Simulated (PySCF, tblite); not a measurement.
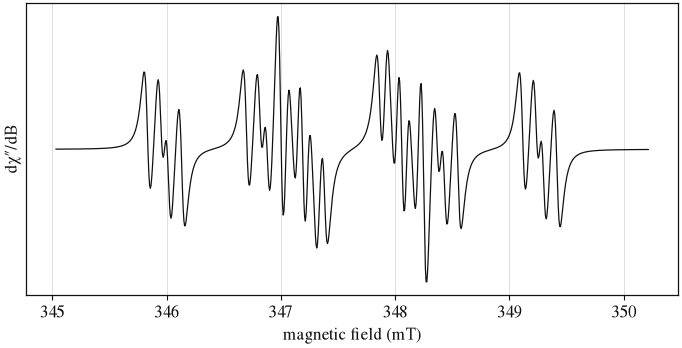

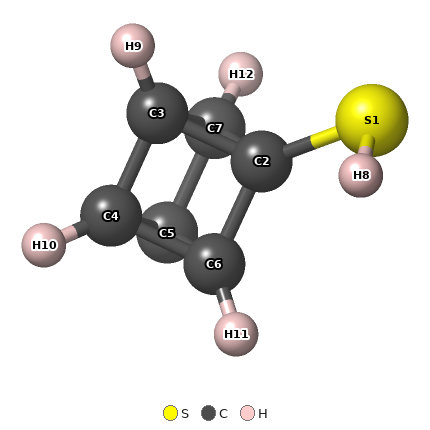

First-order isotropic EPR spectrum (fast tumbling, first derivative) of C₆H₅S, SMILES S[C@]12[C@@H]3[C@H]4[C]([C@H]41)[C@@H]32, doublet at 9.75 GHz, Lorentzian lines of 0.10 mT full width at half height, from computed g and hyperfine couplings (B3LYP/pcH-1 with PySCF, at a GFN2-xTB geometry (a minimum by its frequencies), gas phase); values of one conformer, averaged over methyl-type rotors alone; no vibrational averaging; dilute isotopes left out. The SMILES is one Lewis form and needn't show where the spin sits.

Question: Which couplings does the calculation give? The spectrum shows the sizes of those above the line width, not their signs.

Answer:
```
nuclei  isotope  a (mT)  a (MHz)
   H11       ¹H    1.25     34.9
   H10       ¹H    1.17     32.8
   H12       ¹H    0.86     24.2
    H9       ¹H   −0.19     −5.3
    H8       ¹H    0.12      3.5
```

Question: What is the g value, and how wide is the spectrum?

Answer: g_iso = 2.0039, which centres the spectrum at 347.6 mT; it spans 3.6 mT.

Caveats: the tight-binding geometry is rougher than a DFT one and adds to the error.
